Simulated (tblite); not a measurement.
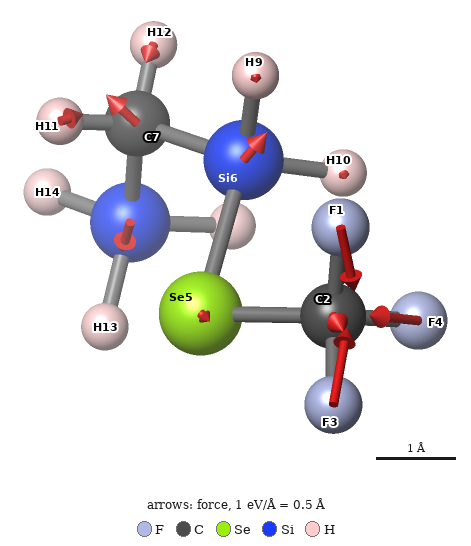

Starting geometry of C2H7F3SeSi2 with the computed forces as red arrows. A ball-and-stick model, seen from a free direction.

These are results of tblite, GFN2-xTB geometry optimisation, gas phase, not measurements. 

Is this structure relaxed? If not, where do the atoms go?

It isn't relaxed: the largest force vector, on an F atom, is 2.41 eV/Å. The final displacements have little in common with the starting forces (cosine between the two patterns 0.20). The energy falls by 0.360 eV in 103 geometry steps. An F atom moves most after the best rigid fit: 0.58 Å. By element the largest moves are F 0.58 Å, Se 0.53 Å, H 0.37 Å, Si 0.22 Å, C 0.14 Å. Among the contacts that change: C–F 1.399 → 1.327 Å, C–Si 1.860 → 1.914 Å, C–F 1.382 → 1.339 Å, Se–Si 2.294 → 2.331 Å. Among the angles between lasting bonds that change: Si–C–Si 109.9° → 115.2°, C–Si–H 109.3° → 114.1°, Se–Si–C 110.1° → 105.2°. Cost: 0.85 s on 1 thread of Arm Neoverse V1, on a shared host.
